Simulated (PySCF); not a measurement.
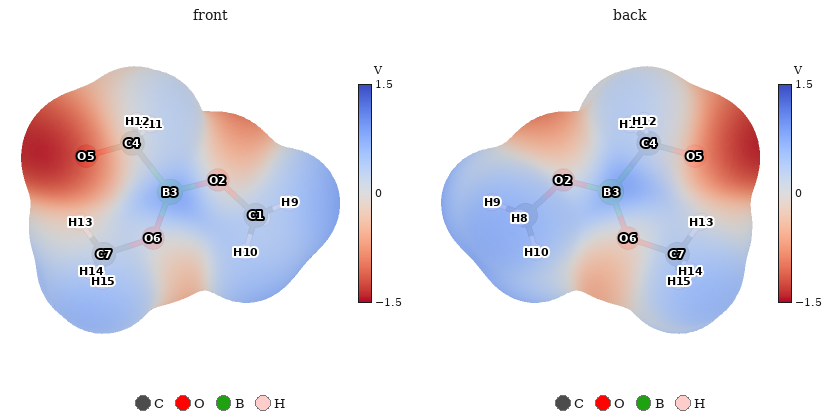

The picture shows: C$_{3}$H$_{8}$BO$_{3}$ (SMILES COB(C[O])OC) (doublet). The electrostatic potential painted on the density surface at 0.001 e/bohr³, seen from the front and from behind; the colour scale runs from red (negative) to blue (positive).

Geometry: GFN2-xTB.

Computed with UKS B3LYP, pcH-1 on B C H O, non-relativistic, mean-field spin-orbit, GIAO (PySCF).

```xyz
15

C     2.3527   -0.7657   -0.2573
O     1.5289    0.3704   -0.0500
B     0.1971    0.3145    0.0238
C    -0.5524    1.7979    0.2594
O    -1.8508    1.7046    0.4156
O    -0.4971   -0.8167   -0.0730
C    -1.8909   -0.9792    0.0077
H     2.5747   -0.8589   -1.3221
H     3.2782   -0.6041    0.2956
H     1.8606   -1.6748    0.0893
H    -0.0245    2.1974    1.1476
H    -0.2535    2.3649   -0.6456
H    -2.3517    0.0019    0.2247
H    -2.2589   -1.3598   -0.9465
H    -2.1167   -1.6845    0.8088
```

Q: Describe the electrostatic potential map.

A: The most negative region (about −1.4 V, or −32 kcal/mol for a unit charge) lies over O5, the most positive (about +0.8 V, or +18 kcal/mol for a unit charge) over C1, B3, H8 and H9. O5 is the likeliest acceptor of a hydrogen bond.
